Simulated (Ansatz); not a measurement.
# AsFGaH3: inversion of the pyramid at As3, part 2 of 2

Aim: the minimum-energy path and barrier of the inversion of the pyramid at As3. The ends are relaxed first, then joined by a nudged elastic band. SMILES of the start: [F][GaH][AsH2].

Ansatz 0.2.0; RKS revPBE-D4/def2-SVPD.

## Step 8: Frequencies at the highest image

The geometry is the highest inner image of the first converged band.

The input, input.yaml:

```yaml
crystal:
  periodic: [false, false, false]
  atoms:
    - { symbol: F, position_ang: [0.534639, -2.360222, -0.083512] }
    - { symbol: Ga, position_ang: [-0.614226, -0.997073, 0.172882] }
    - { symbol: As, position_ang: [0.459976, 1.017524, -0.146829] }
    - { symbol: H, position_ang: [-2.097308, -1.265657, 0.552952] }
    - { symbol: H, position_ang: [1.908947, 1.156839, -0.516803] }
    - { symbol: H, position_ang: [-0.150029, 2.384489, -0.02489] }
basis:
  gaussian: { orbitals: def2-SVPD }
hamiltonian:
  xc: revpbe
  dispersion: d4
phonons: {}
```

Command:

```
ansatz run input.yaml --threads 2 --pin off --max-ram 3072MiB --backend cpu --events-out ev --progress --plain --runs-dir out
```

What it wrote, shortened:

```text
Warning: RAYON_NUM_THREADS=2 ignored (pool sized by the plan → 2); use --threads N
[...]
Functional definition: revPBE
[...]
1192 factors; their error is unknown
[...]
mean field -115959.92805744 eV, -4261.4487556486 hartree, gradient 2.3e-5 eV, S^2 0.000000; 0 other end points of the search recorded, 0 dependent functions left out
[...]
reference -115959.92811191 eV, -4261.4487576504 hartree; 38, 38 occupied and 85, 85 virtual orbitals, 1192 factors
[...]
1192 factors; their error is unknown
mean field -115959.92798467 eV, -4261.4487529745 hartree, gradient 2.5e-6 eV, S^2 0.000000; 0 other end points of the search recorded, 0 dependent functions left out
[...]
reference -115959.92803915 eV, -4261.4487549763 hartree; 38, 38 occupied and 85, 85 virtual orbitals, 1192 factors
[...]
1192 factors; their error is unknown
[...]
reference -115959.92810314 eV, -4261.4487573281 hartree; 38, 38 occupied and 85, 85 virtual orbitals, 1192 factors
[...]
1192 factors; their error is unknown
mean field -115959.92788927 eV, -4261.4487494685 hartree, gradient 1.9e-6 eV, S^2 0.000000; 0 other end points of the search recorded, 0 dependent functions left out
[...]
reference -115959.92794373 eV, -4261.4487514699 hartree; 38, 38 occupied and 85, 85 virtual orbitals, 1192 factors
[...]
1192 factors; their error is unknown
mean field -115959.92803456 eV, -4261.4487548079 hartree, gradient 1.9e-6 eV, S^2 0.000000; 0 other end points of the search recorded, 0 dependent functions left out
[...]
reference -115959.92808903 eV, -4261.4487568096 hartree; 38, 38 occupied and 85, 85 virtual orbitals, 1192 factors
[...]
1192 factors; their error is unknown
[...]
mean field -115959.92809715 eV, -4261.4487571080 hartree, gradient 2.2e-6 eV, S^2 0.000000; 0 other end points of the search recorded, 0 dependent functions left out
[...]
```

## Step 9: The output, continued: vibrations at the highest image of the band

Output, continued, shortened:

```text
reference -115959.92815163 eV, -4261.4487591099 hartree; 38, 38 occupied and 85, 85 virtual orbitals, 1192 factors
[...]
1192 factors; their error is unknown
mean field -115959.92795172 eV, -4261.4487517636 hartree, gradient 2.9e-6 eV, S^2 0.000000; 0 other end points of the search recorded, 0 dependent functions left out
[...]
reference -115959.92800616 eV, -4261.4487537640 hartree; 38, 38 occupied and 85, 85 virtual orbitals, 1192 factors
[...]
1192 factors; their error is unknown
mean field -115959.92807971 eV, -4261.4487564670 hartree, gradient 2.4e-6 eV, S^2 0.000000; 0 other end points of the search recorded, 0 dependent functions left out
[...]
reference -115959.92813422 eV, -4261.4487584701 hartree; 38, 38 occupied and 85, 85 virtual orbitals, 1192 factors
[...]
1192 factors; their error is unknown
[...]
reference -115959.92809970 eV, -4261.4487572017 hartree; 38, 38 occupied and 85, 85 virtual orbitals, 1192 factors
WARN: phonons: modes at or below zero, which the zero-point energy, F, S and C_V leave out: 1, the lowest at -569.60 cm⁻¹. A minimum has none, and a first-order saddle one
Total energy: -115960.20886647 eV, -4261.4590751901 hartree
Atom 0 at     0.534639    -2.360222    -0.083512 Å, force    -0.029322     0.024982     0.006366 eV/Å
Atom 1 at    -0.614226    -0.997073     0.172882 Å, force     0.023396    -0.029970    -0.005035 eV/Å
Atom 2 at     0.459976     1.017524    -0.146829 Å, force     0.033824    -0.012632    -0.008494 eV/Å
Atom 3 at    -2.097308    -1.265657     0.552952 Å, force    -0.001540     0.010635     0.000470 eV/Å
Atom 4 at     1.908947     1.156839    -0.516803 Å, force    -0.006271     0.011894     0.001854 eV/Å
Atom 5 at    -0.150029     2.384489    -0.024890 Å, force    -0.020087    -0.004910     0.004840 eV/Å
Dipole moment:    -0.249537     0.460099     0.051724 e Å
Vibrations: -569.60 117.11 285.53 300.50 383.51 436.37 544.52 619.50 897.07 1996.50 2284.68 2323.67 cm⁻¹, zero-point energy 0.631634 eV
```

Run time: 35 s. Hardware: 2 threads of Intel Xeon 6975P-C (Granite Rapids), shared host; peak memory 0.19 GiB.

Of 12 modes, 1 is imaginary by more than 30 cm⁻¹ (570i cm⁻¹).

## Step 10: Another band, settings changed

crystal.atoms is end A as relaxed above, and neb.final_atoms is end B, turned to lie on A. With 1 inner images the band has 3 in all.

The input, input.yaml:

```yaml
crystal:
  periodic: [false, false, false]
  atoms:
    - { symbol: F, position_ang: [0.480319, -2.242607, -0.334982] }
    - { symbol: Ga, position_ang: [-0.548668, -0.811463, 0.079371] }
    - { symbol: As, position_ang: [0.793913, 1.117009, 0.722374] }
    - { symbol: H, position_ang: [-2.092777, -1.122654, 0.032998] }
    - { symbol: H, position_ang: [1.616224, 0.93633, -0.567872] }
    - { symbol: H, position_ang: [-0.207011, 2.059285, 0.021911] }
basis:
  gaussian: { orbitals: def2-SVPD }
hamiltonian:
  xc: revpbe
  dispersion: d4
neb:
  order_check: false
  images: 1
  f_tol: 0.05
  max_iterations: 60
  initial_path: idpp
  climbing: false
  final_atoms:
    - { symbol: F, position_ang: [0.47913523, -2.2408945, -0.34087073] }
    - { symbol: Ga, position_ang: [-0.5771521, -0.78678133, -0.12281631] }
    - { symbol: As, position_ang: [0.59421041, 1.2833284, -0.64637715] }
    - { symbol: H, position_ang: [-2.05866909, -1.14995714, 0.2740795] }
    - { symbol: H, position_ang: [1.74193414, 0.83466302, 0.27938352] }
    - { symbol: H, position_ang: [-0.13745858, 1.99554155, 0.51040115] }
```

Command:

```
ansatz run input.yaml --threads 2 --pin off --max-ram 3072MiB --backend cpu --events-out ev --progress --plain --runs-dir out
```

What it wrote, shortened:

```text
Warning: RAYON_NUM_THREADS=2 ignored (pool sized by the plan → 2); use --threads N
[...]
[... 1 set-up line as earlier in the session ...]
[...]
1192 factors; their error is unknown
[...]
mean field -115960.89549790 eV, -4261.4843084297 hartree, gradient 3.4e-5 eV, S^2 0.000000; 0 other end points of the search recorded, 0 dependent functions left out
[...]
reference -115960.89555393 eV, -4261.4843104890 hartree; 38, 38 occupied and 85, 85 virtual orbitals, 1192 factors
1192 factors; their error is unknown
[...]
mean field -115960.89549033 eV, -4261.4843081514 hartree, gradient 3.4e-5 eV, S^2 0.000000; 0 other end points of the search recorded, 0 dependent functions left out
[...]
reference -115960.89554637 eV, -4261.4843102110 hartree; 38, 38 occupied and 85, 85 virtual orbitals, 1192 factors
NEB end point (image 0): max|allowed force component| = 3.677e-3 eV/Å (the criterion of neb.relax_end_points is 1.000e-2)
[...]
NEB iter   3: max|band force component| = 9.026e-2 eV/Å  barrier→ = 0.9791 eV  barrier← = 0.9791 eV  Δτ_max = 0.0164 Å  (27 SCF iters)
[...]
NEB iter   4: max|band force component| = 4.220e-2 eV/Å  barrier→ = 0.9780 eV  barrier← = 0.9780 eV  Δτ_max = 0.0000 Å  (54 SCF iters)
Total energy: -115960.20920798 eV, -4261.4590877406 hartree
Atom 0 at     0.528146    -2.361487    -0.095798 Å, force    -0.027014     0.004875     0.006931 eV/Å
Atom 1 at    -0.619419    -0.998334     0.160884 Å, force     0.041968    -0.011036    -0.010643 eV/Å
Atom 2 at     0.468463     1.012768    -0.136178 Å, force     0.022729     0.023949    -0.016158 eV/Å
Atom 3 at    -2.108636    -1.257175     0.520573 Å, force    -0.007121     0.005055     0.003889 eV/Å
Atom 4 at     1.921581     1.162537    -0.490311 Å, force    -0.028237     0.001042     0.011731 eV/Å
Atom 5 at    -0.148134     2.377592    -0.005369 Å, force    -0.002325    -0.023886     0.004249 eV/Å
Dipole moment:    -0.249256     0.455939     0.054235 e Å
this run last wrote the band of iteration 4 to <dir>
```

Run time: 11 s. Hardware: 2 threads of Intel Xeon 6975P-C (Granite Rapids), shared host; peak memory 0.19 GiB.

## Step 11: Images and barrier

Images 0 and 2 are the ends. Energies count from image 0; the path length is the program's own measure over all atoms.

| image | path (Å) | energy (eV) | sum of angles at As3 (°) | band force (eV/Å) |
| --- | --- | --- | --- | --- |
| 0 | 0.000 | 0.0000 | 271.4 | - |
| 1 | 1.086 | 0.9780 | 360.0 | 0.042 |
| 2 | 2.172 | 0.0000 | 271.3 | - |

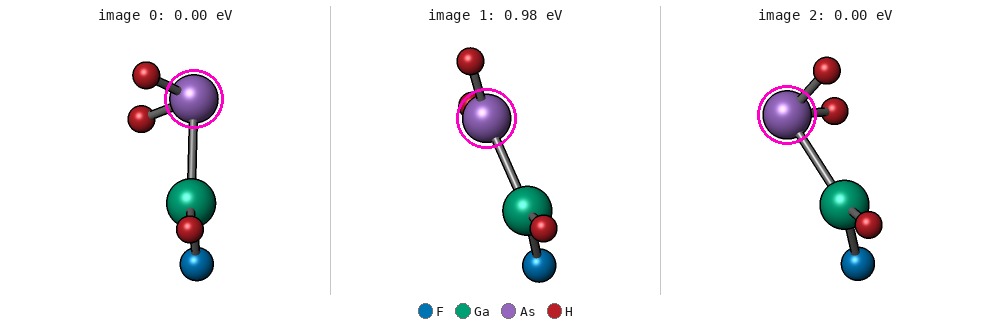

The images of the last band, seen from a free direction. Ringed: As3. Sticks join atoms closer than a bonding distance in each image.

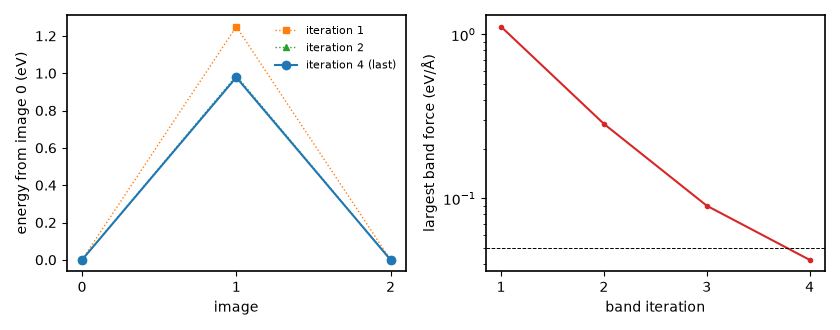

Left: energy of each image for early iterations and the last one (lines only join the points; early values far above the last band run off the scale). Right: the largest band force by iteration, with the threshold dashed.

## Step 12: Summary of results

What follows sums up all 2 parts.

| quantity | value |
| --- | --- |
| end A | 22 moves, 518.096 eV lower |
| end B | 21 moves, 518.260 eV lower |
| first band: barrier forwards | 0.98 eV |
| first band: barrier backwards | 0.98 eV |
| first band: second end relative to first | 0.000 eV |
| first band: highest image | 4 of 0 to 8, climbing |
| first band: band iterations | 4 |
| imaginary modes at the top | 570i cm⁻¹ |
| second band | top 0.978 eV above image 0, 4 iterations, 1 inner image, none climbing |
| time, first and second band | 53 s and 11 s |

In words: In the first band: the top lies 0.98 eV above the first end, or 38 kT at room temperature; with a typical attempt rate of 10^13 per second that is roughly 10^-3 events a second. The ends differ by 1 meV at most. One imaginary mode, as a first-order saddle point has. The second band's top agrees with the first's to 1 meV, so the changed settings hardly move the height. These are electronic energies, with no zero-point or thermal terms.
